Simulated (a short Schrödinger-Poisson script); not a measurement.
Stack: symmetric double-gate stack, Al2O3 on p-type Si(100), at 77 K.

```
layer  material  thickness (nm)  Na (cm⁻³)
-----  --------  --------------  ---------
1         Al2O3               5          -
2            Si               5       1e15
3         Al2O3               5          -
```

The device is made up for the run: typed textbook-type constants, with dimensions and the other settings drawn at random. Al2O3: permittivity 9, conduction-band edge (eV) 2.7, gap (eV) 6.8, electron mass (mₑ) 0.3. Si: permittivity 11.7, conduction-band edge (eV) 0, gap (eV) 1.124, Nv at 300 K (cm⁻³) 3.1e19.

Channel valleys (confinement mass, in-plane density-of-states mass, number): Δ2 0.916, 0.19, 2; Δ4 0.19, 0.417, 4. At the gates, both at one voltage, the conduction-band edge of layer 1 lies 3.21 eV − eVg above the Fermi level of the channel. Gaps are held at their typed values at every temperature. Mesh 0.03 nm at interfaces.

Solved with a short Schrödinger-Poisson script written for these runs: 1D Poisson equation in equilibrium, electrons quantum, Hartree (BenDaniel-Duke, 12 states a valley, the channel's in-plane mass for all, wave functions free to enter the dielectric), parabolic valleys, classical holes, full ionisation, no traps, pinning or gate leakage.

Only gate voltages with over 1e8 electrons/cm² are shown.

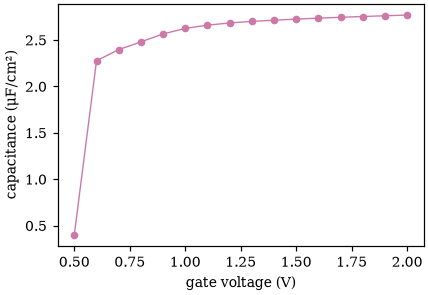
*Quasi-static capacitance against gate voltage*

| Vg (V) | electrons (cm⁻²) | C (μF/cm²) | Δ2 E0 (meV) | Δ2 E1 (meV) | Δ4 E0 (meV) | Δ4 E1 (meV) |
|---|---|---|---|---|---|---|
| 0.5 | 1.88e10 | 0.404 | 26.7 | 73.2 | 72.5 | 256.3 |
| 0.7 | 2.61e12 | 2.40 | -15.3 | 25.1 | 29.5 | 206.1 |
| 0.9 | 5.71e12 | 2.57 | -30.0 | 4.5 | 14.4 | 183.6 |
| 1.1 | 8.98e12 | 2.66 | -37.8 | -8.0 | 6.7 | 169.6 |
| 1.3 | 1.23e13 | 2.70 | -43.2 | -17.6 | 1.8 | 159.0 |
| 1.5 | 1.57e13 | 2.73 | -47.9 | -26.0 | -2.0 | 149.7 |
| 1.7 | 1.91e13 | 2.75 | -52.5 | -33.7 | -5.3 | 141.4 |
| 1.9 | 2.26e13 | 2.76 | -57.1 | -41.1 | -8.3 | 133.6 |

Subbands count from the Fermi level. The capacitance is that of both gates.
